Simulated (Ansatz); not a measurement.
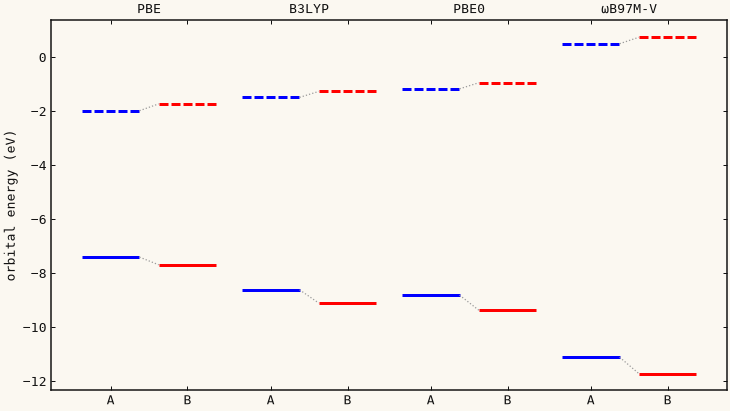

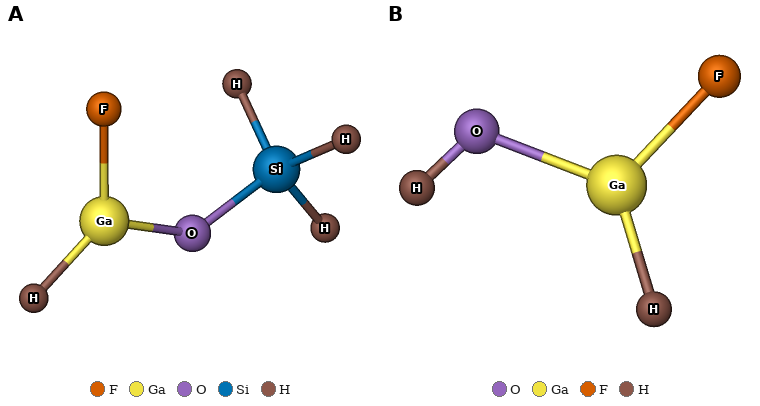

One change: A, GaSiH₄OF (SMILES [F][GaH][O][SiH3]), becomes B, GaH₂OF (SMILES [OH][GaH][F]). SiH₃ on O is replaced by H. HOMO (solid) and LUMO (dashed) computed in def2-TZVPP at PBE0-D4/def2-TZVP geometries, both minima by their frequencies, gas phase, the Ansatz code. Empty levels above zero depend strongly on the basis.

**What does the change do to HOMO and LUMO?**

PBE: the HOMO falls by 0.29 eV, the LUMO rises by 0.25 eV, and the separation goes from 5.42 to 5.96 eV. B3LYP: the HOMO falls by 0.49 eV, the LUMO rises by 0.22 eV, and the separation goes from 7.13 to 7.84 eV. PBE0: the HOMO falls by 0.56 eV, the LUMO rises by 0.23 eV, and the separation goes from 7.64 to 8.42 eV. ωB97M-V: the HOMO falls by 0.61 eV, the LUMO rises by 0.24 eV, and the separation goes from 11.61 to 12.46 eV.

**Do the functionals agree on the effect?**

They agree on the direction for both levels; the HOMO shift lies between −0.61 and −0.29 eV and the LUMO shift between 0.22 and 0.25 eV, while the separations themselves differ by up to 6.5 eV between functionals.

Known limits of this run: one conformer of each flexible molecule.
